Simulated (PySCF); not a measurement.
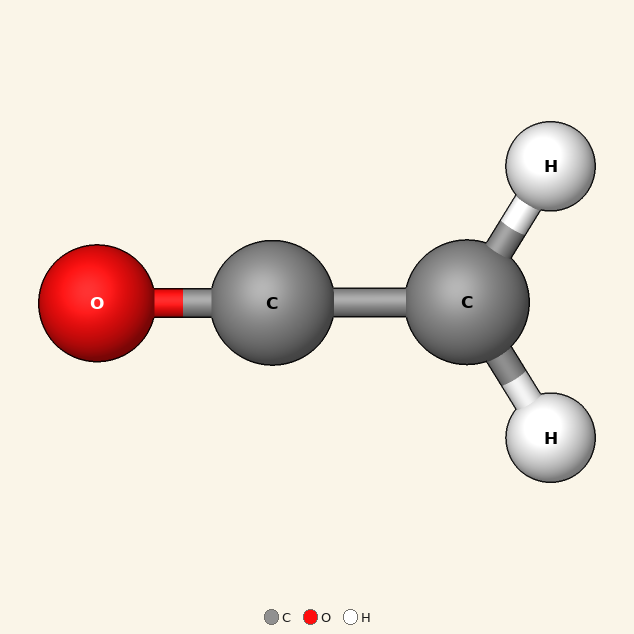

Ball-and-stick drawing of a structure.

The computed structure is the end point of a GFN2-xTB optimisation. No frequency run is at hand to confirm it as a minimum.

Which formula does it have?

C2H2O, 5 atoms: 2 carbon, 2 hydrogen and 1 oxygen.

How many sets of symmetry-equivalent atoms are there?

4: 1 C, 1 C, 1 O, 2 H.

How many bonds of each kind are drawn?

2 C–H, 1 C–C, 1 C–O.

Give a SMILES string for it.

C=C=O

Give the symmetry (Schoenflies symbol).

C2v.

More results for the same structure follow; atom numbers are the same in all pictures, views and colours differ.

**Geometry**

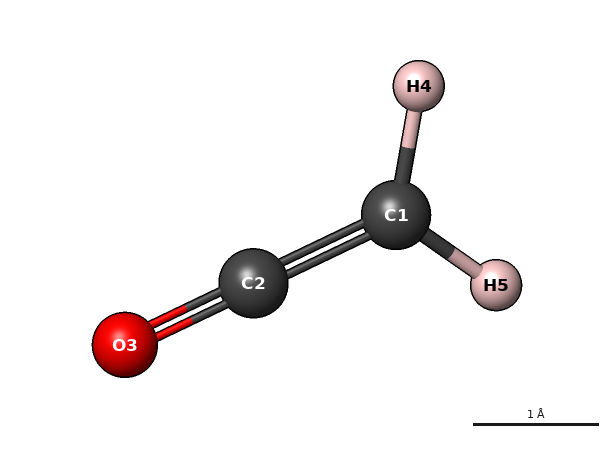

Numbered structure. No frequency run is at hand to confirm it as a minimum.

What is the geometry at C1?

C1 has 3 neighbours (C2 at 1.29, H4 at 1.07, H5 at 1.07 Å); the arrangement is trigonal planar.

What is the geometry at C2?

C2 has 2 neighbours (C1 at 1.29, O3 at 1.16 Å); the arrangement is linear.

**Electronic properties**

No frequency run is at hand to confirm it as a minimum. Method: PBE0/def2-SVPD, gas phase (PySCF 2.14.0). Excitations: vertical, linear response.

Give the brightest of the 6 lowest singlets at this level.

7.81 eV.

Estimate the lowest vertical singlet excitation.

3.98 eV.

Estimate the mean static polarisability.

27.3 bohr³.

Estimate the HOMO–LUMO gap.

6.21 eV.

**Charges**

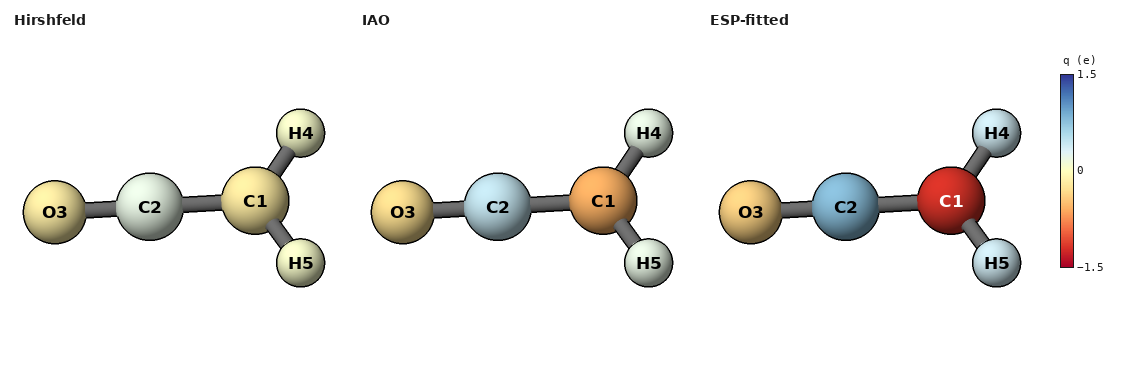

Atomic charges of one calculation by 3 schemes, on one colour scale. No frequency run is at hand to confirm it as a minimum. Level of theory: PBE0/pcSseg-1 (PySCF 2.14.0).

Which scheme gives the most polar picture (largest mean size of the charges)?

The ESP-fitted charges are the largest in size here, and the Hirshfeld charges the smallest.

On which atom do the schemes disagree most?

On C1 (from −1.18 to −0.18 e).

List the charges (e), one line for each set of equivalent atoms.

| atom | Hirshfeld | IAO | ESP-fitted |
| --- | --- | --- | --- |
| C1 | −0.18 | −0.57 | −1.18 |
| C2 | 0.20 | 0.45 | 0.78 |
| O3 | −0.15 | −0.29 | −0.37 |
| H4, H5 | 0.07 | 0.20 | 0.39 |

**Dipole moment**

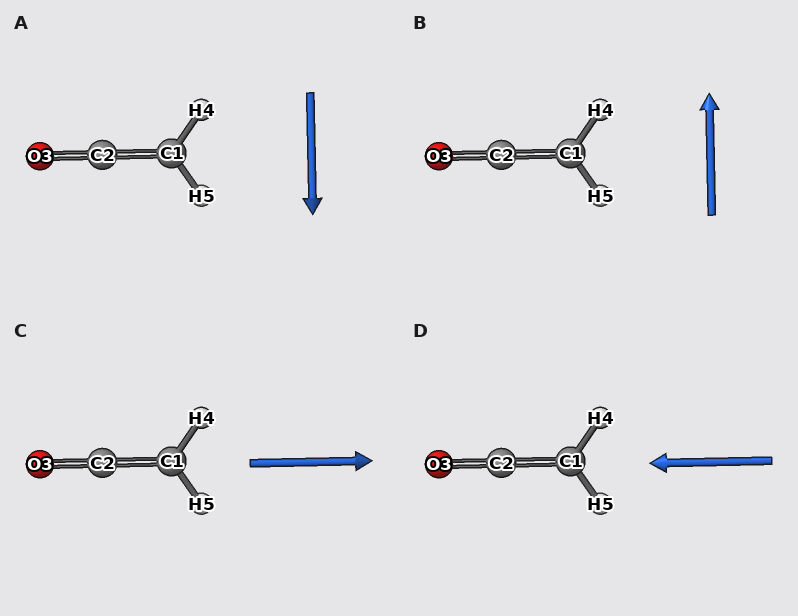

The same molecule four times, each with an arrow. No frequency run is at hand to confirm it as a minimum. Method: PBE0/def2-SVPD, gas phase (PySCF 2.14.0).

Which arrow points along the dipole moment, from the negative to the positive end?

C. The dipole moment is 1.67 D; it points from the side of O3 to the side of H4, H5 (the outermost atoms at the two ends).
